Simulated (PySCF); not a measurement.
**C4H10B2Si (SMILES B[SiH2]BCC#CC): density, localisation and related maps**

```yaml
atoms:
  - { symbol: B, position_ang: [2.1750, 0.9737, 0.8385] }
  - { symbol: Si, position_ang: [1.6553, 0.7918, -1.0350] }
  - { symbol: B, position_ang: [1.1742, -1.0941, -1.3255] }
  - { symbol: C, position_ang: [-0.2353, -1.6733, -0.9208] }
  - { symbol: C, position_ang: [-1.0706, -0.8291, -0.0870] }
  - { symbol: C, position_ang: [-1.7468, -0.1370, 0.6201] }
  - { symbol: C, position_ang: [-2.5659, 0.7039, 1.4683] }
  - { symbol: H, position_ang: [1.3982, 1.2756, 1.6594] }
  - { symbol: H, position_ang: [3.2581, 0.7160, 1.2018] }
  - { symbol: H, position_ang: [0.5469, 1.6906, -1.4276] }
  - { symbol: H, position_ang: [2.7248, 1.2130, -1.9734] }
  - { symbol: H, position_ang: [1.9310, -1.8622, -1.7928] }
  - { symbol: H, position_ang: [-0.1449, -2.6556, -0.4402] }
  - { symbol: H, position_ang: [-0.7746, -1.8652, -1.8596] }
  - { symbol: H, position_ang: [-3.5830, 0.7542, 1.0787] }
  - { symbol: H, position_ang: [-2.5970, 0.2979, 2.4799] }
  - { symbol: H, position_ang: [-2.1522, 1.7117, 1.5052] }
```

Geometry: GFN2-xTB.

Theory: PySCF, PBE0/pcSseg-1, SCF density, gas phase, non-relativistic.

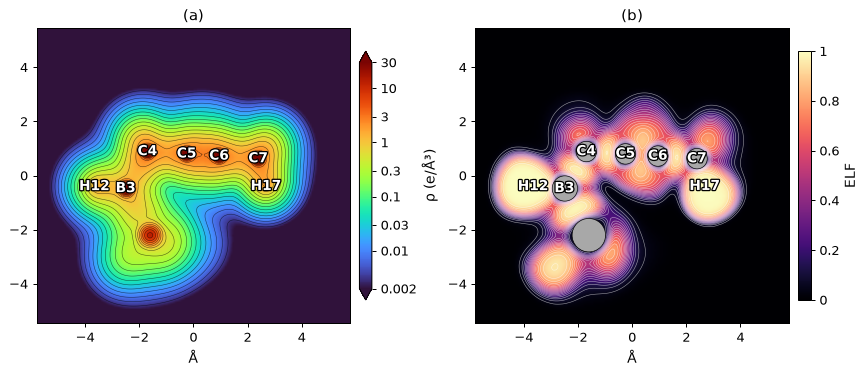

Figure 1. (a) electron density; (b) electron localisation function on the plane of atoms B3, C4 and C5. Grey discs cover the atomic cores in the ELF map.

Question: Describe what can be read from this map.

Answer: Atoms in the plane: B, C and H. C–C (1.20 Å): ρ is about 2.7 e/Å³ halfway; the ELF peaks at about 0.80 between the atoms (a short, multiple covalent bond). C–B (1.58 Å): the density is about 1.4 e/Å³ at the midpoint; the ELF peaks at about 0.95 between the atoms (a shared electron pair). C–H (1.09 Å): ρ at the midpoint is about 2 e/Å³; the ELF climbs to about 1 towards the hydrogen, as it does in any bond to H (a covalent bond by its length). B–H (1.18 Å): the density is about 1.3 e/Å³ at the midpoint; the ELF climbs to about 1 towards the hydrogen: an ordinary covalent bond to hydrogen.

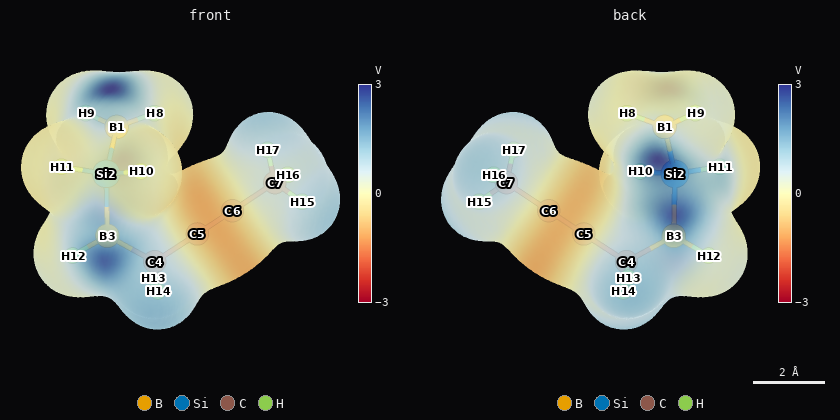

Figure 2. The electrostatic potential painted on the density surface at 0.004 e/bohr³, seen from the front and from behind; the colour scale runs from red (negative) to blue (positive).

Question: Where is the surface potential most negative and most positive?

Answer: The most negative region (about −1.0 V) lies over C5 and C6, the most positive (about +2.7 V) over B1 and B3.

Question: How polar is the molecule by this calculation?

Answer: Its dipole moment is 1.05 D.
